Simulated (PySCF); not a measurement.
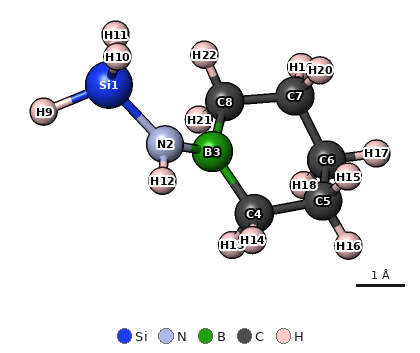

The structure as given in the input (ball-and-stick view, seen at a tilt; atoms are numbered from 1 in the order of the input).

# C5H14BNSi: a changed input and its effect

System: C5H14BNSi.
Method of run 1: GIAO PBE0/pcSseg-1 NMR shielding, non-relativistic, IEF-PCM chloroform (PySCF 2.14.0).

The geometry comes from this level: PBE0-D3(BJ)/def2-SVP. Text and figures count atoms from 1; the logs count them from 0 in places.

## The input, run 1
```
{"job": {"kind": "nmr", "xc": "PBE0", "basis": "pcSseg-1", "solvent": "chloroform", "pop": false}, "charge": 0, "multiplicity": 1}
Si     3.523172    -0.167886     0.999343
N      2.180347    -0.971712     0.209699
B      0.781588    -0.734439     0.239794
C     -0.198758    -1.703312    -0.544805
C     -1.395090    -0.969594    -1.158663
C     -2.066070    -0.031845    -0.160370
C     -1.109438     1.032707     0.366032
C      0.111463     0.433450     1.074853
H      4.265423    -1.129811     1.871332
H      4.491067     0.354237    -0.014492
H      3.018262     0.959202     1.828600
H      2.453328    -1.770138    -0.360217
H     -0.577312    -2.422386     0.210026
H      0.322928    -2.315769    -1.300480
H     -1.054006    -0.374245    -2.025363
H     -2.132657    -1.685798    -1.558100
H     -2.941011     0.449433    -0.628001
H     -2.458186    -0.622586     0.688681
H     -1.648119     1.721039     1.038955
H     -0.769573     1.650801    -0.485023
H     -0.225583    -0.032772     2.023043
H      0.815633     1.225360     1.372940
```

The first line tells a small driver script what to run in PySCF; the rest is the geometry in Å.

Command:
```bash
OMP_NUM_THREADS=1 python <driver script> task.json out
```

Hardware: 1 CPU thread, shared host.

## Output (run 1)
```
coarse grid: 17888 points
cycle   1  E = -567.5021949881  dE =  6.319e-01  |g| = 5.448e-01  |ddm| = 4.031e+00
cycle   2  E = -567.4675358966  dE =  3.466e-02  |g| = 6.732e-01  |ddm| = 1.086e+00
cycle   3  E = -567.5793277572  dE = -1.118e-01  |g| = 5.194e-02  |ddm| = 6.259e-01
cycle   4  E = -567.5797006590  dE = -3.729e-04  |g| = 3.150e-02  |ddm| = 5.527e-02
cycle   5  E = -567.5799124093  dE = -2.118e-04  |g| = 7.736e-03  |ddm| = 2.577e-02
cycle   6  E = -567.5799250903  dE = -1.268e-05  |g| = 1.148e-03  |ddm| = 7.309e-03
cycle   7  E = -567.5799253927  dE = -3.024e-07  |g| = 3.236e-04  |ddm| = 1.133e-03
final grid: 165376 points
cycle   8  E = -567.6231088195  dE = -4.252e-05  |g| = 9.385e-03  |ddm| = 3.053e-02
cycle   9  E = -567.6230965095  dE =  1.231e-05  |g| = 1.191e-02  |ddm| = 1.786e-02
cycle  10  E = -567.6231308526  dE = -3.434e-05  |g| = 6.310e-04  |ddm| = 9.765e-03
cycle  11  E = -567.6231309172  dE = -6.453e-08  |g| = 3.255e-04  |ddm| = 6.056e-04
cycle  12  E = -567.6231309396  dE = -2.242e-08  |g| = 5.188e-05  |ddm| = 2.555e-04
cycle  13  E = -567.6231309402  dE = -5.756e-10  |g| = 1.640e-05  |ddm| = 6.463e-05
converged SCF energy = -567.6231309402

GIAO shielding tensors (ppm)
atom      isotropic    diamagn.    paramagn.     s11        s22        s33       span
  0 Si     412.527     877.497    -464.970    376.328    394.204    467.050     90.722
  1 N      168.885     321.353    -152.468     86.506    200.176    219.974    133.469
  2 B       49.775     191.506    -141.731      8.081     27.108    114.136    106.055
  3 C      160.002     252.472     -92.469    152.164    159.247    168.595     16.431
  4 C      156.154     246.523     -90.369    148.967    150.642    168.851     19.884
  5 C      154.074     247.429     -93.355    150.243    155.112    156.866      6.623
  6 C      156.619     246.571     -89.951    149.262    151.569    169.028     19.766
  7 C      166.308     252.437     -86.129    156.022    162.296    180.607     24.585
  8 H       26.759      26.464       0.295     23.215     24.789     32.273      9.058
  9 H       26.725      27.170      -0.445     23.240     24.787     32.150      8.909
 10 H       26.273      28.482      -2.209     22.186     27.304     29.329      7.143
 11 H       27.897      30.699      -2.802     20.957     28.373     34.361     13.404
 12 H       30.524      31.104      -0.580     26.941     29.215     35.416      8.474
 13 H       30.561      31.900      -1.339     26.083     29.836     35.765      9.682
 14 H       30.075      31.108      -1.033     26.173     28.625     35.426      9.253
 15 H       29.472      29.326       0.146     24.065     27.898     36.452     12.388
 16 H       29.658      29.497       0.162     24.743     27.732     36.499     11.756
 17 H       30.027      30.855      -0.828     26.369     28.403     35.310      8.941
 18 H       29.413      30.306      -0.893     23.977     28.077     36.186     12.209
 19 H       30.130      31.690      -1.560     25.926     28.892     35.572      9.646
 20 H       30.797      31.864      -1.067     26.630     29.622     36.140      9.509
 21 H       29.912      33.552      -3.640     24.248     29.191     36.296     12.047
```

The input of run 2 differs as follows (lines with − go, lines with + come):
```diff
-"solvent": "chloroform"
-"pop": false
+"solvent": "acetonitrile"
+"pop": true
```

How does run 2 compare with run 1?

The total energy of run 2 is 0.48 kcal/mol lower: the change of the electrostatic solvation energy at this fixed geometry, without cavity or dispersion terms. The dipole moment goes from 0.94 to 1.03 D. Of all shieldings, the largest change is that of C4, by +0.3 ppm. The number of SCF iterations is the same.

## Output (run 2)
```
coarse grid: 17888 points
cycle   1  E = -567.5036752440  dE =  6.305e-01  |g| = 5.423e-01  |ddm| = 4.031e+00
cycle   2  E = -567.4714786458  dE =  3.220e-02  |g| = 6.641e-01  |ddm| = 1.069e+00
cycle   3  E = -567.5800971064  dE = -1.086e-01  |g| = 5.251e-02  |ddm| = 6.085e-01
cycle   4  E = -567.5804605707  dE = -3.635e-04  |g| = 3.259e-02  |ddm| = 5.463e-02
cycle   5  E = -567.5806901302  dE = -2.296e-04  |g| = 7.076e-03  |ddm| = 2.611e-02
cycle   6  E = -567.5807006682  dE = -1.054e-05  |g| = 1.135e-03  |ddm| = 6.805e-03
cycle   7  E = -567.5807009677  dE = -2.995e-07  |g| = 3.085e-04  |ddm| = 1.121e-03
final grid: 165376 points
cycle   8  E = -567.6238761346  dE = -4.270e-05  |g| = 9.344e-03  |ddm| = 3.053e-02
cycle   9  E = -567.6238645137  dE =  1.162e-05  |g| = 1.177e-02  |ddm| = 1.766e-02
cycle  10  E = -567.6238980282  dE = -3.351e-05  |g| = 6.443e-04  |ddm| = 9.538e-03
cycle  11  E = -567.6238980959  dE = -6.770e-08  |g| = 3.291e-04  |ddm| = 6.119e-04
cycle  12  E = -567.6238981189  dE = -2.305e-08  |g| = 4.874e-05  |ddm| = 2.570e-04
cycle  13  E = -567.6238981195  dE = -5.070e-10  |g| = 1.594e-05  |ddm| = 6.561e-05
converged SCF energy = -567.6238981195

GIAO shielding tensors (ppm)
atom      isotropic    diamagn.    paramagn.     s11        s22        s33       span
  0 Si     412.511     877.471    -464.960    376.511    394.108    466.915     90.404
  1 N      168.761     321.538    -152.777     85.545    199.614    221.124    135.579
  2 B       49.790     191.430    -141.640      8.346     26.928    114.097    105.751
  3 C      160.312     252.513     -92.201    152.603    159.417    168.916     16.313
  4 C      156.281     246.604     -90.323    149.098    150.792    168.953     19.855
  5 C      154.220     247.476     -93.256    150.366    155.225    157.070      6.703
  6 C      156.738     246.630     -89.892    149.379    151.684    169.152     19.773
  7 C      166.439     252.538     -86.099    156.194    162.482    180.640     24.445
  8 H       26.770      26.474       0.296     23.229     24.797     32.284      9.055
  9 H       26.738      27.185      -0.447     23.253     24.798     32.162      8.909
 10 H       26.281      28.501      -2.221     22.197     27.316     29.330      7.133
 11 H       27.721      30.535      -2.815     20.743     28.162     34.257     13.514
 12 H       30.523      31.106      -0.583     26.934     29.202     35.433      8.499
 13 H       30.516      31.876      -1.360     26.017     29.777     35.755      9.737
 14 H       30.069      31.125      -1.056     26.173     28.614     35.420      9.248
 15 H       29.482      29.349       0.133     24.074     27.908     36.465     12.391
 16 H       29.663      29.504       0.158     24.744     27.737     36.507     11.763
 17 H       30.017      30.861      -0.844     26.359     28.392     35.301      8.942
 18 H       29.425      30.327      -0.902     23.984     28.094     36.197     12.213
 19 H       30.120      31.700      -1.579     25.918     28.884     35.559      9.641
 20 H       30.785      31.873      -1.089     26.617     29.611     36.126      9.509
 21 H       29.920      33.575      -3.655     24.257     29.191     36.314     12.057
```

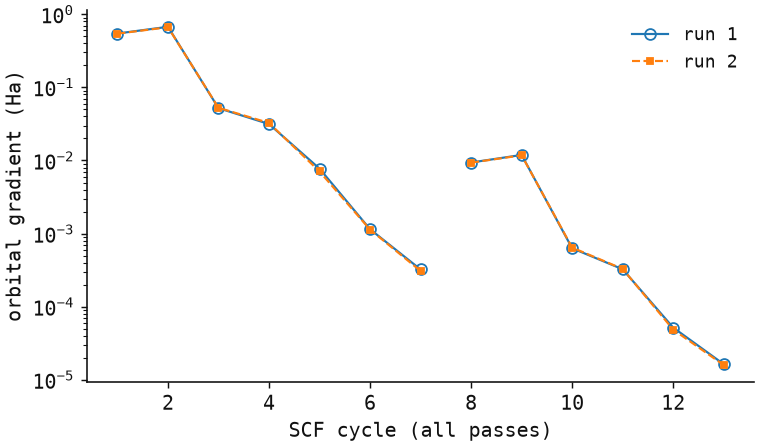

Convergence of the two runs: orbital gradient against the SCF cycle. A break in a curve parts two SCF passes (coarse and final grid). Run 1 takes 13 cycles in all, and run 2 takes 13.

## The two runs side by side

```tsv
quantity	run 1	run 2
outcome	converged	converged
total energy (hartree)	−567.623131	−567.623898
HOMO (eV)	−7.51	−7.49
LUMO (eV)	0.59	0.61
dipole moment (D)	0.94	1.03
shielding of N2 (ppm)	168.9	168.8
shielding of C4 (ppm)	160.0	160.3
shielding of C5 (ppm)	156.2	156.3
shielding of C6 (ppm)	154.1	154.2
shielding of C7 (ppm)	156.6	156.7
shielding of C8 (ppm)	166.3	166.4
shielding of H12 (ppm)	27.9	27.7
SCF iterations	13	13
basis functions	213	213
wall time (shared host)	74 s	82 s
```
